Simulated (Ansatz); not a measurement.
**InSe (R3m): spin-orbit coupling beyond the local functionals**

Aim: the spin-orbit change of the gap of InSe (R3m).

Calculated with Ansatz 0.2.0; density functionals with and without spin-orbit coupling, plane waves, PAW.

The database entry behind the starting cell differs from later determinations by our own check (c about 1.5 % long), so it need not match the best structure at ambient conditions.

**1. The starting structure**

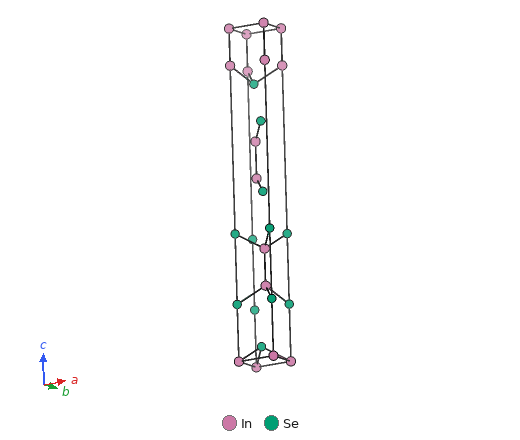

Start, viewed from a free direction; indium pink, selenium teal. This picture shows the conventional cell, with its axes. Bonds to atoms that aren't drawn are left out. Some periodic images of atoms are drawn too.

The cell and positions come from the Crystallography Open Database and are kept as given unless a step says otherwise. The default PAW set here is soft_2. Its files were made with PBE.

**2. HSE06, 4×4×4 mesh**

This step: DFT, HSE06, plane waves, PAW.

File input.yaml:

```yaml
crystal:
  lattice:
    - [2.0, 1.1547005384, 8.44]
    - [-2.0, 1.1547005384, 8.44]
    - [0.0, -2.3094010768, 8.44]
  atoms:
    - { symbol: In, position: [0.0, 0.0, 0.0] }
    - { symbol: In, position: [0.1114, 0.1114, 0.1114] }
    - { symbol: Se, position: [0.6165, 0.6165, 0.6165] }
    - { symbol: Se, position: [0.8281, 0.8281, 0.8281] }
kpoints:
  mp_grid: { grid: [4, 4, 4] }
  band_path:
    path:
      - [0.0, 0.0, 0.0]
      - [-0.5, -0.5, -0.5]
      - [-0.5, -0.17914517, -0.82085483]
      - [-0.17914517, 0.17914517, -0.5]
      - [0.0, 0.0, -0.5]
      - [0.0, 0.33957259, -0.33957259]
      - [-0.33957259, 0.0, -0.66042741]
      - [-0.5, 0.0, -0.5]
    npoints: 1
hamiltonian:
  xc: hse06
scf:
  occupations: { method: fixed }
  n_extra_bands: 5
output:
  eigenvalues: true
```

Launch:

```bash
$ ansatz run input.yaml --threads 3 --pin off --max-ram 92160MiB --backend cuda --events-out ev --progress --plain --runs-dir out --devices 1 --max-vram 13GiB
```

Numbers of over 12 decimals in the logs are rounded to 6 here.

Output:

```text
basis.fft_grid_basis auto: the FFT boxes are laid along the combinations [[1, 0, -1], [0, 1, -1], [0, 0, 1]] of the cell's own vectors, 4.000, 4.000 and 8.750 Å long. The dense box has 27×27×60 points. Along the cell's own vectors, as sized, it would have 60×60×60, 4.94 times as many. Of the 6 symmetry operations that the crystal satisfies within crystal.symmetry.tolerance (time reversal apart; of a slab, those that  [...]
scf.n_extra_bands = 5 over 29 filled bands (N_el = 58.0): the run solves 34 bands
GPUs: using 1 of 1 available (devices: 1).
Engine: ansatz 0.2.0, x86_64-unknown-linux-gnu
Pseudopotentials: kind: paw
Pseudopotential: In, paw, valence charge 13, recommended cutoff 420 eV (normal), In.paw.azcp
Pseudopotential: Se, paw, valence charge 16, recommended cutoff 420 eV (normal), Se.paw.azcp
Functional definition: HSE06
  parameter a = 0.25
  parameter omega = 0.11/bohr
  exchange = pbe_x - a*pbe_x_sr(omega) + a*exact_x_sr(omega)
  correlation = pbe_c
davidson cushion auto → on  (no smearing: the cushion is to keep the highest requested band from converging to the state above it; pin scf.eigensolver.cushion to override)
device memory: the entry about to start is reckoned to put 1.6 GiB on a device that reports 67.6 GiB free (of which the cap on the GPU budget leaves the run 13.0 GiB)
GPU FFT provider: cuFFT
GPU libraries: cuBLAS 13.8.2, cuFFT 12.4.0, cuSOLVER 12.3.4
Crystal: 4 atoms, lattice volume = 116.948 Å³
Basis set: ecut = 420 eV, 2309 PW (Γ), FFT grids on a1−a3, a2−a3, a3
Bands: 34, of which v1, the nominal top of the filled ones, is band 29 counted from 1 (28 counted from 0)
Symmetry: 6 space group operations
Space group: R3m (ITA 160), of the structure as read, at distance tolerance 4.9e-5 Å
k-points: 13 of 64 (time reversal used)
Non-local potential: In, projectors of the file, l = 0: 2, l = 1: 2, l = 2: 2, l = 3: 2
Non-local potential: Se, projectors of the file, l = 0: 2, l = 1: 2, l = 2: 3, l = 3: 1
PAW form: soft (Blöchl's): semilocal exchange-correlation on the pseudo side does not see the compensation charge
PAW frozen core: In, regenerated for the run's functional, and the local potential with it (the file was generated under x = pbe(κ = 0.804, μ = 0.219515), c = pbe(β = 0.066725))
PAW frozen core: Se, regenerated for the run's functional, and the local potential with it (the file was generated under x = pbe(κ = 0.804, μ = 0.219515), c = pbe(β = 0.066725))
PAW one-centre angular grid: In, 590 points (default); XC on 64 Gauss nodes
PAW one-centre angular grid: Se, 590 points (default); XC on 64 Gauss nodes
Initial density: superposition of atomic densities (neutral atoms: chi_scale 0, normalization atom), corrected by the library's trained network
Initial wavefunctions: pseudopotential atomic-orbital guess
GPU buffer pool allocated for 43740 grid points (all kernels)
[...]
Frozen-core exchange: fock
SCF iter   1: F=—  HF=-22146.860702 eV  |F-HF|=—  |Δ(HF+E_count)|=         —  Δρ=5.72e-5  dr2=7.16e-6  ethr=8.85e-7  ⟨swp⟩=2.7  Hψ=986  notcnv=0
preconditioner: auto → none  [insulator: Δε(μ)=1.183 eV  Ē_g=15.511 eV  n_scr=30 (ndim 8)  ℏωp=21.2 eV  f_vac=0.085]
iter 2 solved again at ethr=6.79e-10 eV; its pass at ethr=1.03e-8 eV (dr2=3.94e-7 eV) is discarded
SCF iter   2: F=—  HF=-22146.860703 eV  |F-HF|=—  |Δ(HF+E_count)|=   8.69e-7  Δρ=2.61e-5  dr2=5.08e-7  ethr=6.79e-10  ⟨swp⟩=2.0  Hψ=2588  notcnv=0
SCF iter   3: F=—  HF=-22146.860704 eV  |F-HF|=—  |Δ(HF+E_count)|=   6.94e-7  Δρ=1.40e-5  dr2=1.67e-7  ethr=6.79e-10  ⟨swp⟩=4.2  Hψ=1395  notcnv=0
SCF iter   4: F=-22146.860704 eV  HF=-22146.860704 eV  |F-HF|=4.35e-9  |Δ(HF+E_count)|=   2.85e-8  Δρ=3.41e-6  dr2=8.95e-9  ethr=2.56e-10  ⟨swp⟩=3.0  Hψ=1053  notcnv=0
SCF 3 converged in 4 iterations: F = -22146.860704 eV  dr2 = 8.95e-9
hybrid outer 2: dexx = +9.827e-7 eV, tail = 5.79e-8 eV, Δε = 1.74e-3 eV (about 7.83e-5 eV left of the loop's levels)
the search or the solves at the SCF's close seem to have found levels that the self-consistency loop had missed (the run counts 1). By its estimate they hold under 1e-12 electrons; where the run keeps them, the occupations were computed again with them
device memory: the entry about to start is reckoned to put 0.6 GiB on a device that reports 60.1 GiB free (of which the cap on the GPU budget leaves the run 13.0 GiB)
NSCF: frozen V_eff on 8 k-points
hybrid SCF converged: 2 outer / 12 inner (+4 warm-up), last move |dexx| = 9.83e-7 eV, tail = 5.79e-8 eV
Stability not checked: this state was not tested for a lower state beside it, because the functional holds exact exchange (a hybrid, or Hartree-Fock), whose exchange loop this test does not read (fock_operator; see scf.lower_state_search)
Free energy (F): -22146.860704 eV
Frozen-core exchange: fock
Harris-Foulkes:  -22146.860704 eV  (|F-HF|=4.35e-9)
Internal energy: -22146.860704 eV  (E = F + TS)
E sigma→0 (E₀):  -22146.860704 eV
Fermi energy:    6.872648 eV
--- Per-component energies (eV) ---
  E_band       = -1056.514647
  E_kinetic    = 722.382989
  E_local      = -7920.858148  (includes V_loc(G=0)·N_el)
  E_nonlocal   = -457.818354
  E_hartree    = 3656.113233
  E_xc         = -508.847124
  E_vxc        = -315.470167  (∫ρ·V_xc dr)
  E_exx        = -201.251879  (= α·E_x^exact, valence–valence)
  E_paw        = -12071.256943  (= ΣΔE_a)
  E_vpaw       = 5.528811  (= ΣTr[D̂ρ^β])
  E_aug_tail   = -0.001160  (compensation charges beyond the density's cutoff)
  E_ewald      = -5364.203816
  E_core_change = -1.119502  (= ΣΔE_core)
  E_smearing   = -0.000000  (= −TS)
  E_closure    = -0.000000  (closes the sum)
  Σ components = -22146.860704   (vs F -22146.860704, Δ=-3.64e-12)
--- Band table (eV; the first three rows and the last of 13) ---
  k-point 0: bands = [... 25 lower, 5.4224, 5.4224, 5.5209, 5.5209, 9.3239, 9.7482, 12.1149, 12.1149, ... 1 higher]
  k-point 1: bands = [... 25 lower, 4.6286, 4.7824, 4.9306, 5.7940, 9.5908, 9.8549, 11.6973, 11.9670, ... 1 higher]
  k-point 2: bands = [... 25 lower, 4.2761, 4.2931, 4.4073, 5.0859, 8.6823, 9.5948, 11.2506, 11.6105, ... 1 higher]
  k-point 12: bands = [... 25 lower, 5.3483, 5.6014, 5.6014, 6.8726, 8.0561, 9.8311, 12.0237, 12.0237, ... 1 higher]
```

The job ended after 33 s (1 × NVIDIA H100 80GB HBM3 (shared by 6 runs) with 3 threads of AMD EPYC 7R13 (Zen 3), shared host; peak memory 1.6 GiB).

Numbers from this step:

* gap: 1.183 eV
* valence top at: T
* conduction bottom at: T
* least direct gap: 1.183 eV
* exact-exchange fraction: 0.25

The gap is direct, at (-0.500, -0.500, -0.500).

**3. HSE06+SOC, 4×4×4 mesh**

Spin-orbit coupling can split or shift the edges; a non-collinear run measures by how much.

This step: DFT, HSE06 with spin-orbit coupling, plane waves, PAW.

Changes to input.yaml since step 2:

```diff
@@ -26,5 +26,12 @@
 scf:
-  occupations: { method: fixed }
-  n_extra_bands: 5
+  occupations: { method: fermi_dirac, width: 0.02 }
+  n_extra_bands: 10
+magnetization:
+  noncollinear: true
+  spin_orbit: true
 output:
   eigenvalues: true
+  write_density: true
+  write_potential: true
+  elf: true
+  volumetric_format: npy
```

Output:

```text
[...]
GPUs: using 1 of 1 available (devices: 1).
[...]
non-collinear run that drives no moment, with spin-orbit: no starting moment large enough to seed its density (crystal.atoms[].spin), no starting occupations that ask for one, no magnetisation constraint and no magnetic field, so the semilocal B_xc is pinned to zero
[...]
GPU FFT provider: cuFFT
GPU libraries: cuBLAS 13.8.2, cuFFT 12.4.0, cuSOLVER 12.3.4
Crystal: 4 atoms, lattice volume = 116.948 Å³
Basis set: ecut = 420 eV, 2309 PW (Γ), FFT grids on a1−a2, a2, −a2+a3
Bands: 68, of which v1, the nominal top of the filled ones, is band 58 counted from 1 (57 counted from 0)
Symmetry: 6 space group operations + 6 with time reversal
[...]
k-points: 13 of 64 (time reversal used)
Projection manifold: j_resolved (fully-relativistic pseudo-atomic orbitals)
[...]
GPU buffer pool allocated for 43740 grid points (all kernels)
[...]
SCF iter   1: F=—  HF=-22142.444456 eV  |F-HF|=—  |Δ(HF+E_count)|=         —  Δρ=5.02e-2  dr2=1.42e1  dr2_m=0.00e0 (ungated)  ethr=1.00e-1  |M|=0.00e0 ∫|m|=0.00e0 μB  |m|>n=0.0e0 m-floor=0.0e0 τ_xc=0.0e0  β_m=0.30  ⟨swp⟩=4.5  Hψ=3074  notcnv=0
[...]
SCF iter  10: F=-22139.968833 eV  HF=-22139.968834 eV  |F-HF|=1.43e-6  |Δ(HF+E_count)|=   3.40e-6  Δρ=4.33e-5  dr2=1.35e-6  dr2_m=0.00e0 (ungated)  ethr=3.80e-8  |M|=0.00e0 ∫|m|=0.00e0 μB  |m|>n=0.0e0 m-floor=0.0e0 τ_xc=0.0e0  ⟨swp⟩=4.3  Hψ=2092  notcnv=0
SCF 1 stopped early in 10 iterations: F = -22139.968833 eV  dr2 = 1.35e-6
[...]
GPU FFT provider: cuFFT
GPU libraries: cuBLAS 13.8.2, cuFFT 12.4.0, cuSOLVER 12.3.4
Projection manifold: j_resolved (fully-relativistic pseudo-atomic orbitals)
[...]
GPU buffer pool allocated for 43740 grid points (all kernels)
[...]
Frozen-core exchange: fock
SCF iter   1: F=—  HF=-22141.382872 eV  |F-HF|=—  |Δ(HF+E_count)|=         —  Δρ=5.22e-3  dr2=3.65e-2  dr2_m=0.00e0 (ungated)  ethr=2.33e-8  |M|=0.00e0 ∫|m|=0.00e0 μB  |m|>n=0.0e0 m-floor=0.0e0 τ_xc=0.0e0  β_m=0.30  ⟨swp⟩=12.7  Hψ=5649  notcnv=0
[...]
SCF iter   5: F=-22141.382930 eV  HF=-22141.382939 eV  |F-HF|=8.76e-6  |Δ(HF+E_count)|=   2.79e-4  Δρ=9.34e-5  dr2=1.53e-5  dr2_m=0.00e0 (ungated)  ethr=2.33e-8  |M|=0.00e0 ∫|m|=0.00e0 μB  |m|>n=0.0e0 m-floor=0.0e0 τ_xc=0.0e0  ⟨swp⟩=5.1  Hψ=3071  notcnv=0
SCF 2 stopped early in 5 iterations: F = -22141.382930 eV  dr2 = 1.53e-5
hybrid outer 1: dexx = +1.708e-2 eV, tail = 1.31e-4 eV
GPU FFT provider: cuFFT
GPU libraries: cuBLAS 13.8.2, cuFFT 12.4.0, cuSOLVER 12.3.4
Projection manifold: j_resolved (fully-relativistic pseudo-atomic orbitals)
GPU buffer pool allocated for 43740 grid points (all kernels)
[...]
Frozen-core exchange: fock
SCF iter   1: F=—  HF=-22141.383050 eV  |F-HF|=—  |Δ(HF+E_count)|=         —  Δρ=4.88e-5  dr2=2.06e-6  dr2_m=0.00e0 (ungated)  ethr=1.13e-6  |M|=0.00e0 ∫|m|=0.00e0 μB  |m|>n=0.0e0 m-floor=0.0e0 τ_xc=0.0e0  β_m=0.30  ⟨swp⟩=4.2  Hψ=1925  notcnv=0
[...]
SCF iter   5: F=-22141.383053 eV  HF=-22141.383053 eV  |F-HF|=4.46e-9  |Δ(HF+E_count)|=   4.76e-8  Δρ=1.79e-6  dr2=7.12e-9  dr2_m=0.00e0 (ungated)  ethr=8.85e-12  |M|=0.00e0 ∫|m|=0.00e0 μB  |m|>n=0.0e0 m-floor=0.0e0 τ_xc=0.0e0  ⟨swp⟩=4.0  Hψ=4135  notcnv=0
SCF 3 converged in 5 iterations: F = -22141.383053 eV  dr2 = 7.12e-9
[...]
NSCF: frozen V_eff on 8 k-points
[...]
Magnetization: |M| = 0.0000 μB,  M = (+0.0000, +0.0000, +0.0000) μB
Absolute magnetization: 0.0000 μB (∫|m|)
  site 0: m = (+0.0000, +0.0000, +0.0000) μB, |m| = 0.0000 μB  (R = 1.09 Å)
  site 1: m = (+0.0000, +0.0000, +0.0000) μB, |m| = 0.0000 μB  (R = 1.09 Å)
  site 2: m = (+0.0000, +0.0000, +0.0000) μB, |m| = 0.0000 μB  (R = 1.09 Å)
  site 3: m = (+0.0000, +0.0000, +0.0000) μB, |m| = 0.0000 μB  (R = 1.09 Å)
Free energy (F): -22141.383053 eV
Frozen-core exchange: fock
[...]
Internal energy: -22141.383053 eV  (E = F + TS)
E sigma→0 (E₀):  -22141.383053 eV
Fermi energy:    7.481141 eV
[...]
--- Band table (eV; the first three rows and the last of 13) ---
  k-point 0: bands = [... 54 lower, 5.5768, 5.5768, 5.6792, 5.6792, 9.3229, 9.3229, 9.7346, 9.7346, ... 6 higher]
  k-point 1: bands = [... 54 lower, 4.9486, 4.9610, 5.8023, 5.8123, 9.5802, 9.5891, 9.8514, 9.8541, ... 6 higher]
  k-point 2: bands = [... 54 lower, 4.4572, 4.4572, 5.1016, 5.1016, 8.6806, 8.6806, 9.5963, 9.5963, ... 6 higher]
  k-point 12: bands = [... 54 lower, 5.7593, 5.7593, 6.9045, 6.9045, 8.0578, 8.0578, 9.8193, 9.8193, ... 6 higher]
```

Wall time 2.8 min (1 × NVIDIA H100 80GB HBM3 (shared by 6 runs) with 3 threads); peak memory 2.4 GiB; 3.8 min of CPU time.

Numbers from this step:

| Property | Result |
| --- | --- |
| gap | 1.153 eV |
| valence top at | T |
| conduction bottom at | T |
| least direct gap | 1.153 eV |
| exact-exchange fraction | 0.25 |

The gap stands −0.03 eV against HSE06.

**4. Together**

Times are wall times on 1 × NVIDIA H100 80GB HBM3 (shared by 6 runs) with 3 threads of AMD EPYC 7R13 (Zen 3), shared host. The host was busy with other work, so they are no guide to cost.

```tsv
level	gap (eV)	with coupling (eV)	change (eV)	time	with coupling
HSE06	1.18	1.15	−0.03	33 s	2.8 min
```

**5. What came out**

```
HSE06     : 1.18 eV
HSE06+SOC : 1.15 eV
```

**Reading.** Spin-orbit coupling changes the gap by −0.03 eV and the least direct gap by −0.03 eV.

[Paths, hosts, dates, memory and timing lines, banners, echoed tables and standing remarks are left out of the program output.]

[Logs are printed without paths, hosts, clocks, repeated set-up lines and the standing remarks that a program may print on its own settings, such as how far it seeks lower states.]

[Runs of the session that timed out or met a known fault of the program may be left out.]

[Cells called generated may have been cut or substituted from an entry of the Crystallography Open Database or the Materials Project.]

[Hosts, paths, dates, database ids (printed as entryN), source tags and the programs' standing remarks are cut or masked in the printed files.]
